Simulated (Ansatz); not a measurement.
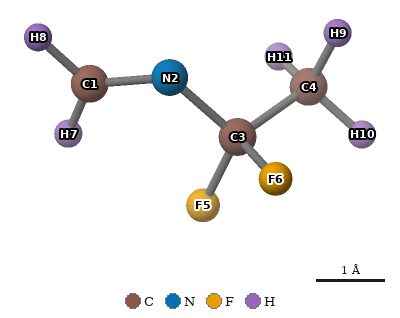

This is the input geometry for a relaxation of C3H5F2N. A ball-and-stick model, seen at a tilt.

The start comes from PBE-D4/def2-SVP.

All numbers below come from RKS PBE0-D4/def2-TZVP (Ansatz).

Input file:
```yaml
crystal:
  periodic: [false, false, false]
  atoms:
    - {symbol: C, position_ang: [1.374251, -0.182589, 1.355059]}
    - {symbol: N, position_ang: [0.173159, 0.160923, 1.099946]}
    - {symbol: C, position_ang: [-0.178959, 0.553614, -0.235416]}
    - {symbol: C, position_ang: [-1.145431, -0.425506, -0.872363]}
    - {symbol: F, position_ang: [0.921613, 0.707424, -1.068637]}
    - {symbol: F, position_ang: [-0.751863, 1.795828, -0.151108]}
    - {symbol: H, position_ang: [2.186553, -0.192567, 0.594996]}
    - {symbol: H, position_ang: [1.631301, -0.486787, 2.388998]}
    - {symbol: H, position_ang: [-2.036321, -0.540039, -0.228776]}
    - {symbol: H, position_ang: [-1.448946, -0.036000, -1.862344]}
    - {symbol: H, position_ang: [-0.659959, -1.411301, -0.999655]}
basis:
  gaussian: {orbitals: def2-TZVP}
hamiltonian: {xc: pbe0, dispersion: d4}
relax: {f_tol: 0.005, max_steps: 150}
```

Command:
```bash
ansatz run in.yaml --threads 4 --pin off --events-out ev --progress --plain --max-ram 10444MiB
```

Question: Where does the relaxation end?

Answer: After 6 geometry steps the energy has fallen by 5.24 kJ/mol. The largest force component goes from 1 to 0.0029 eV/Å. The atom that moves furthest after the best rigid fit is H8 (0.038 Å). Largest moves by element: H 0.038 Å, F 0.023 Å, C 0.019 Å, N 0.009 Å. Some distances before and after: C1–H7 1.112 → 1.093 Å, C3–F5 1.389 → 1.372 Å, C1–N2 1.275 → 1.258 Å, C4–H9 1.105 → 1.089 Å. Cost: 26 s on 4 threads of Intel Xeon Platinum 8259CL @ 2.50GHz, on a shared host.

Final geometry:

```xyz
11

C     1.3627   -0.1810    1.3399
N     0.1759    0.1563    1.0922
C    -0.1765    0.5452   -0.2333
C    -1.1365   -0.4234   -0.8662
F     0.9102    0.7039   -1.0554
F    -0.7410    1.7762   -0.1486
H     2.1600   -0.1882    0.5930
H     1.6119   -0.4808    2.3565
H    -2.0132   -0.5307   -0.2298
H    -1.4324   -0.0402   -1.8427
H    -0.6558   -1.3943   -0.9850
```
